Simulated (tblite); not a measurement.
# Run report: C₅H₁₁AlO₃, geometry relaxation (part 4 of 4)

The same run, continued: C₅H₁₁AlO₃; GFN2-xTB geometry optimisation, gas phase (tblite 0.8.0). 

Geometry of the input (Å):
```
C  1.9209  1.3553  0.4959
C  1.5853  -0.0998  0.3703
O  2.3405  -0.9212  0.9145
C  0.3883  -0.5860  -0.4205
C  0.7657  -0.4998  -1.8675
O  0.9162  0.5872  -2.4151
O  -0.7977  0.1610  -0.1013
C  -1.8870  -0.2737  -0.8966
Al -1.3142  -0.1183  1.7043
H  1.9295  1.6487  1.5719
H  2.9037  1.5551  0.0437
H  1.1494  1.9747  -0.0228
H  0.2309  -1.6752  -0.1745
H  0.9005  -1.4049  -2.4606
H  -2.8362  0.2611  -0.6233
H  -2.0645  -1.3780  -0.8214
H  -1.7344  -0.0030  -1.9624
H  -1.4237  -1.6868  1.9981
H  -2.7386  0.5730  1.9723
H  -0.2397  0.5413  2.6921
```

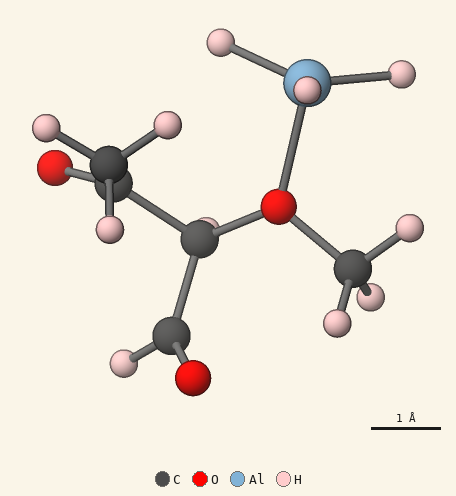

*The geometry at step 139 of the log (ball-and-stick view, seen at a tilt).*

**Trajectory as extended XYZ, continued**
```
20
Properties=species:S:1:pos:R:3:forces:R:3 step=123 energy=-804.71999
C     1.5007    1.3144    0.6437   -0.0070   0.0040   0.0080
C     1.6372   -0.1516    0.4263    0.0090  -0.0290   0.0240
O     2.5938   -0.8177    0.7009   -0.0100   0.0070   0.0050
C     0.4800   -0.8091   -0.4065   -0.0050   0.0040   0.0010
C     0.9089   -0.5176   -1.8221   -0.0030   0.0080   0.0030
O     0.4683    0.3455   -2.5272   -0.0130   0.0100   0.0060
O    -0.7736   -0.3020   -0.0048    0.0070   0.0040  -0.0050
C    -1.8370   -0.3754   -0.9444    0.0120  -0.0090   0.0000
Al   -1.2844    0.0975    1.7768   -0.0010   0.0000   0.0070
H     2.3314    1.6621    1.2531   -0.0030   0.0160  -0.0320
H     1.5119    1.8166   -0.3242    0.0040   0.0060   0.0010
H     0.5536    1.5646    1.1328    0.0160  -0.0130  -0.0100
H     0.5270   -1.8916   -0.2286    0.0070   0.0180  -0.0160
H     1.7475   -1.1639   -2.1354   -0.0020  -0.0190  -0.0050
H    -2.7354   -0.1208   -0.3798    0.0060   0.0140  -0.0080
H    -1.9327   -1.3885   -1.3413   -0.0040  -0.0080  -0.0040
H    -1.6987    0.3348   -1.7606    0.0160   0.0020   0.0130
H    -2.5515   -0.8143    1.9011   -0.0200  -0.0160   0.0120
H    -1.5108    1.6540    1.6119   -0.0040   0.0020  -0.0040
H     0.0587   -0.4265    2.4253   -0.0070  -0.0030   0.0050
20
Properties=species:S:1:pos:R:3:forces:R:3 step=127 energy=-804.72104
C     1.5054    1.3127    0.6428   -0.0010  -0.0100  -0.0030
C     1.6387   -0.1536    0.4298   -0.0140   0.0130  -0.0120
O     2.5927   -0.8206    0.7090    0.0050  -0.0360   0.0060
C     0.4799   -0.8068   -0.4044    0.0120  -0.0020  -0.0120
C     0.9074   -0.5087   -1.8185    0.0190   0.0050  -0.0090
O     0.4735    0.3660   -2.5134   -0.0120   0.0160  -0.0060
O    -0.7750   -0.3010   -0.0058    0.0140   0.0030   0.0280
C    -1.8352   -0.3835   -0.9484    0.0080   0.0040   0.0100
Al   -1.2893    0.1016    1.7766   -0.0170  -0.0200   0.0040
H     2.3582    1.6662    1.2159    0.0010   0.0290  -0.0040
H     1.4708    1.8153   -0.3238    0.0000  -0.0040  -0.0130
H     0.5774    1.5518    1.1698   -0.0140   0.0230   0.0120
H     0.5288   -1.8897   -0.2347   -0.0120  -0.0080   0.0060
H     1.7366   -1.1621   -2.1418    0.0020  -0.0140  -0.0090
H    -2.7356   -0.1149   -0.3933    0.0150   0.0010   0.0000
H    -1.9336   -1.4018   -1.3313   -0.0050  -0.0060  -0.0010
H    -1.6898    0.3147   -1.7731    0.0150   0.0100  -0.0010
H    -2.5623   -0.8088    1.8909    0.0030   0.0090   0.0110
H    -1.5003    1.6598    1.6144   -0.0140   0.0040  -0.0070
H     0.0464   -0.4258    2.4364   -0.0050  -0.0140   0.0000
20
Properties=species:S:1:pos:R:3:forces:R:3 step=131 energy=-804.72182
C     1.5044    1.3121    0.6436    0.0030   0.0130  -0.0070
C     1.6410   -0.1545    0.4307    0.0130  -0.0050   0.0050
O     2.5937   -0.8236    0.7112   -0.0240   0.0180   0.0020
C     0.4836   -0.8079   -0.4050   -0.0010  -0.0010   0.0150
C     0.9064   -0.5053   -1.8200   -0.0200  -0.0130  -0.0030
O     0.4781    0.3814   -2.5034    0.0230  -0.0050   0.0000
O    -0.7714   -0.3050   -0.0023   -0.0030  -0.0070  -0.0110
C    -1.8294   -0.3857   -0.9481    0.0040   0.0080   0.0030
Al   -1.2925    0.0999    1.7780    0.0120   0.0100  -0.0010
H     2.3599    1.6744    1.2078    0.0000   0.0000  -0.0010
H     1.4605    1.8132   -0.3237   -0.0060  -0.0130  -0.0110
H     0.5798    1.5533    1.1778    0.0050  -0.0080  -0.0040
H     0.5319   -1.8910   -0.2361    0.0000  -0.0050  -0.0030
H     1.7182   -1.1742   -2.1560    0.0090   0.0160  -0.0160
H    -2.7293   -0.1089   -0.3976   -0.0030   0.0030   0.0160
H    -1.9350   -1.4050   -1.3287    0.0130   0.0200   0.0120
H    -1.6776    0.3102   -1.7742    0.0110  -0.0050   0.0060
H    -2.5665   -0.8056    1.8956   -0.0070  -0.0060   0.0070
H    -1.5043    1.6591    1.6044   -0.0080  -0.0130   0.0010
H     0.0433   -0.4263    2.4429   -0.0210  -0.0070  -0.0090
20
Properties=species:S:1:pos:R:3:forces:R:3 step=135 energy=-804.72231
C     1.5080    1.3144    0.6390   -0.0050  -0.0100  -0.0040
C     1.6429   -0.1534    0.4316   -0.0080   0.0030  -0.0050
O     2.5922   -0.8240    0.7174    0.0140   0.0040   0.0120
C     0.4852   -0.8092   -0.4028   -0.0020  -0.0020  -0.0170
C     0.9036   -0.5056   -1.8197    0.0250   0.0020   0.0020
O     0.4811    0.3894   -2.4961    0.0070  -0.0100   0.0030
O    -0.7698   -0.3069    0.0003    0.0030   0.0070   0.0040
C    -1.8261   -0.3850   -0.9465   -0.0020   0.0030   0.0050
Al   -1.2978    0.0983    1.7774   -0.0160  -0.0050   0.0060
H     2.3670    1.6817    1.1946    0.0040  -0.0090  -0.0040
H     1.4532    1.8111   -0.3297   -0.0100  -0.0070  -0.0130
H     0.5884    1.5534    1.1817   -0.0090   0.0020  -0.0010
H     0.5341   -1.8924   -0.2333    0.0040   0.0040  -0.0030
H     1.7113   -1.1757   -2.1652   -0.0140   0.0100   0.0080
H    -2.7267   -0.1075   -0.3970    0.0040   0.0060   0.0050
H    -1.9309   -1.4044   -1.3255   -0.0020   0.0000  -0.0020
H    -1.6707    0.3087   -1.7734    0.0000   0.0070   0.0060
H    -2.5762   -0.8044    1.8926    0.0050   0.0030   0.0000
H    -1.5053    1.6569    1.6081   -0.0070   0.0000  -0.0040
H     0.0314   -0.4346    2.4435    0.0080  -0.0060   0.0020
20
Properties=species:S:1:pos:R:3:forces:R:3 step=139 energy=-804.72270
C     1.5033    1.3119    0.6348   -0.0020   0.0020  -0.0070
C     1.6426   -0.1558    0.4315    0.0160  -0.0080   0.0010
O     2.5932   -0.8232    0.7210    0.0020   0.0020   0.0080
C     0.4872   -0.8128   -0.4045    0.0050   0.0030   0.0140
C     0.9065   -0.5055   -1.8198   -0.0010   0.0070   0.0100
O     0.4830    0.3909   -2.4935    0.0040   0.0130  -0.0180
O    -0.7657   -0.3095    0.0038   -0.0010  -0.0090  -0.0060
C    -1.8226   -0.3807   -0.9423    0.0020   0.0030  -0.0010
Al   -1.3013    0.0973    1.7806    0.0260  -0.0040  -0.0120
H     2.3600    1.6828    1.1918   -0.0020  -0.0070  -0.0130
H     1.4489    1.8038   -0.3369   -0.0040  -0.0030   0.0060
H     0.5816    1.5502    1.1745   -0.0040   0.0040  -0.0020
H     0.5361   -1.8965   -0.2389    0.0020   0.0010   0.0070
H     1.7142   -1.1729   -2.1675    0.0040  -0.0100   0.0070
H    -2.7209   -0.0979   -0.3918   -0.0030   0.0020   0.0000
H    -1.9323   -1.3990   -1.3232   -0.0100   0.0070   0.0030
H    -1.6617    0.3135   -1.7678   -0.0120   0.0070   0.0020
H    -2.5748   -0.8086    1.8981   -0.0100  -0.0050   0.0000
H    -1.5138    1.6552    1.6007   -0.0050  -0.0100   0.0020
H     0.0313   -0.4326    2.4463   -0.0070   0.0050   0.0000
20
Properties=species:S:1:pos:R:3:forces:R:3 step=142 energy=-804.72296
C     1.5031    1.3103    0.6300   -0.0050   0.0060   0.0130
C     1.6435   -0.1578    0.4334   -0.0030   0.0040   0.0100
O     2.5924   -0.8246    0.7291    0.0030  -0.0040   0.0000
C     0.4887   -0.8141   -0.4037    0.0050   0.0000   0.0010
C     0.9083   -0.5023   -1.8175   -0.0030  -0.0060  -0.0130
O     0.4812    0.3913   -2.4930    0.0130   0.0020   0.0010
O    -0.7645   -0.3123    0.0055    0.0000  -0.0030  -0.0010
C    -1.8219   -0.3779   -0.9402   -0.0030   0.0020  -0.0010
Al   -1.3013    0.0943    1.7789   -0.0030  -0.0010   0.0040
H     2.3628    1.6845    1.1800   -0.0010   0.0030  -0.0130
H     1.4395    1.7972   -0.3431    0.0040   0.0070  -0.0060
H     0.5844    1.5504    1.1745    0.0000  -0.0020   0.0020
H     0.5387   -1.8978   -0.2402    0.0000  -0.0040   0.0020
H     1.7200   -1.1660   -2.1635    0.0030  -0.0050   0.0030
H    -2.7189   -0.0905   -0.3898    0.0010  -0.0010   0.0060
H    -1.9369   -1.3957   -1.3204   -0.0090   0.0050  -0.0060
H    -1.6588    0.3164   -1.7650   -0.0080   0.0030  -0.0040
H    -2.5761   -0.8113    1.8973   -0.0010  -0.0040  -0.0020
H    -1.5189    1.6514    1.5977    0.0050  -0.0090   0.0010
H     0.0293   -0.4347    2.4468    0.0040   0.0050   0.0020
20
Properties=species:S:1:pos:R:3:forces:R:3 step=146 energy=-804.72312
C     1.5025    1.3110    0.6288    0.0060  -0.0040  -0.0130
C     1.6436   -0.1578    0.4361   -0.0010  -0.0020  -0.0110
O     2.5920   -0.8248    0.7332   -0.0090   0.0080   0.0010
C     0.4899   -0.8144   -0.4032   -0.0060  -0.0050  -0.0030
C     0.9092   -0.5025   -1.8176    0.0060  -0.0030   0.0100
O     0.4839    0.3925   -2.4921    0.0060  -0.0020   0.0010
O    -0.7637   -0.3130    0.0055   -0.0020   0.0000  -0.0010
C    -1.8221   -0.3754   -0.9394   -0.0030  -0.0010   0.0010
Al   -1.3024    0.0912    1.7793    0.0000  -0.0080  -0.0040
H     2.3644    1.6871    1.1726    0.0070   0.0100   0.0130
H     1.4381    1.7946   -0.3462   -0.0090   0.0010   0.0010
H     0.5850    1.5516    1.1746    0.0020   0.0020   0.0030
H     0.5396   -1.8982   -0.2388    0.0020   0.0000  -0.0040
H     1.7209   -1.1663   -2.1628    0.0040  -0.0100  -0.0040
H    -2.7173   -0.0877   -0.3862   -0.0010   0.0050   0.0000
H    -1.9408   -1.3925   -1.3202   -0.0030   0.0020  -0.0070
H    -1.6599    0.3192   -1.7645   -0.0040   0.0010   0.0080
H    -2.5769   -0.8158    1.8971    0.0040  -0.0020  -0.0010
H    -1.5206    1.6467    1.5942    0.0000   0.0030   0.0050
H     0.0294   -0.4350    2.4468    0.0020   0.0040   0.0040
20
Properties=species:S:1:pos:R:3:forces:R:3 step=150 energy=-804.72333
C     1.5015    1.3116    0.6244   -0.0060   0.0090   0.0050
C     1.6436   -0.1576    0.4357   -0.0010   0.0050  -0.0020
O     2.5912   -0.8232    0.7376   -0.0050   0.0010  -0.0020
C     0.4908   -0.8174   -0.4039    0.0080   0.0020   0.0050
C     0.9126   -0.5048   -1.8169    0.0010  -0.0040  -0.0080
O     0.4929    0.3938   -2.4904   -0.0010  -0.0020   0.0050
O    -0.7629   -0.3178    0.0067    0.0020   0.0010  -0.0030
C    -1.8227   -0.3710   -0.9369   -0.0010  -0.0030  -0.0040
Al   -1.3036    0.0861    1.7800    0.0070   0.0010  -0.0020
H     2.3613    1.6916    1.1702   -0.0040  -0.0050  -0.0050
H     1.4365    1.7935   -0.3514   -0.0010   0.0000  -0.0010
H     0.5828    1.5530    1.1684    0.0050  -0.0040   0.0010
H     0.5434   -1.9010   -0.2402   -0.0050  -0.0030   0.0050
H     1.7210   -1.1725   -2.1635   -0.0010  -0.0040   0.0040
H    -2.7148   -0.0811   -0.3799   -0.0050   0.0030  -0.0030
H    -1.9477   -1.3850   -1.3236   -0.0010  -0.0070   0.0010
H    -1.6598    0.3260   -1.7595    0.0070   0.0130   0.0040
H    -2.5763   -0.8240    1.8977    0.0080  -0.0040   0.0000
H    -1.5259    1.6408    1.5917   -0.0020   0.0020   0.0030
H     0.0308   -0.4302    2.4507   -0.0050  -0.0020   0.0000
20
Properties=species:S:1:pos:R:3:forces:R:3 step=154 energy=-804.72341
C     1.5011    1.3128    0.6231    0.0000  -0.0030  -0.0040
C     1.6436   -0.1565    0.4352    0.0010  -0.0040   0.0020
O     2.5910   -0.8218    0.7384    0.0020   0.0010  -0.0010
C     0.4916   -0.8180   -0.4035   -0.0070  -0.0020  -0.0010
C     0.9136   -0.5063   -1.8168   -0.0050  -0.0010   0.0050
O     0.4962    0.3952   -2.4879    0.0010  -0.0040  -0.0040
O    -0.7623   -0.3179    0.0063   -0.0030   0.0000   0.0030
C    -1.8228   -0.3704   -0.9369    0.0030   0.0060  -0.0010
Al   -1.3034    0.0851    1.7794   -0.0030   0.0010   0.0010
H     2.3620    1.6927    1.1668   -0.0010   0.0000  -0.0020
H     1.4341    1.7937   -0.3531   -0.0050   0.0020   0.0040
H     0.5837    1.5526    1.1695   -0.0020   0.0040   0.0020
H     0.5432   -1.9016   -0.2386    0.0010   0.0020   0.0040
H     1.7195   -1.1764   -2.1642   -0.0010  -0.0020  -0.0020
H    -2.7150   -0.0803   -0.3794    0.0050  -0.0010  -0.0030
H    -1.9487   -1.3845   -1.3240    0.0040   0.0090  -0.0030
H    -1.6592    0.3294   -1.7571    0.0020  -0.0020  -0.0030
H    -2.5757   -0.8261    1.8955    0.0080  -0.0030   0.0000
H    -1.5267    1.6398    1.5925   -0.0010   0.0020   0.0020
H     0.0292   -0.4309    2.4520    0.0020  -0.0030   0.0000
```

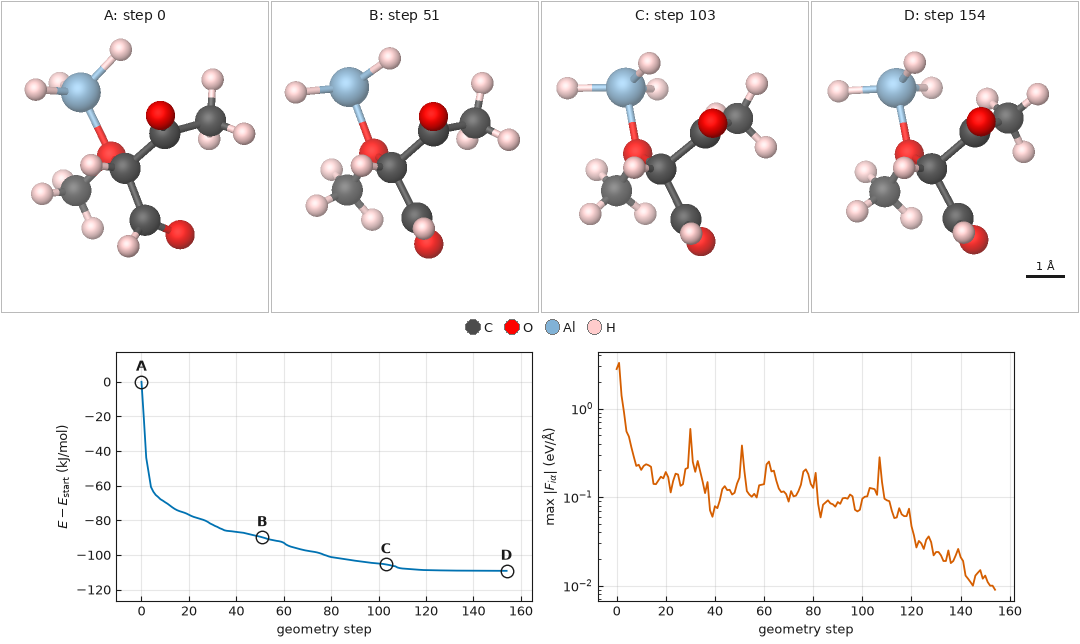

*Frames of the relaxation (ball-and-stick view, seen at a tilt) above the curves, on which the letters mark them (steps are counted from 0).*

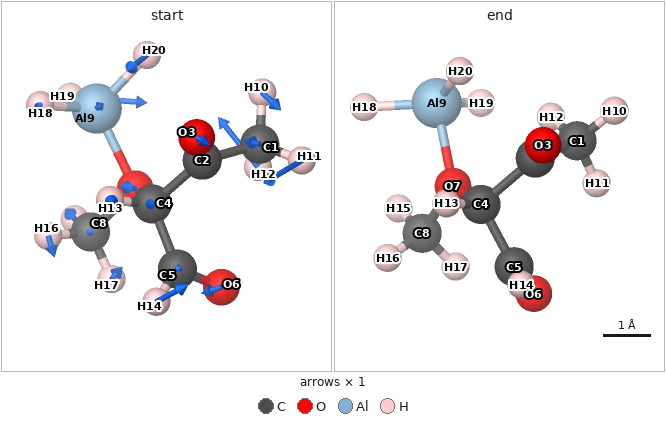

*Before (left) and after (right) the relaxation, at one scale (ball-and-stick view, seen at a tilt). The blue arrows give the displacements, at true length.*

The atom that moves furthest after the best rigid fit is H19 (1.66 Å). Largest moves by element: H 1.66 Å, O 0.50 Å, C 0.43 Å, Al 0.22 Å. Among the contacts that change: C2–C4 1.515 → 1.571 Å, C2–O3 1.241 → 1.197 Å, C4–H13 1.128 → 1.097 Å, Al9–H18 1.600 → 1.569 Å. Among the angles that change: C4–O7–Al9 111.0° → 126.9°, O7–Al9–H20 110.1° → 95.0°, O7–Al9–H19 109.7° → 98.0°. The energy falls by 109.1 kJ/mol in 154 geometry steps. The largest force component goes from 2.8 to 0.009 eV/Å. (Atoms are counted from 1 in the order of the input.)
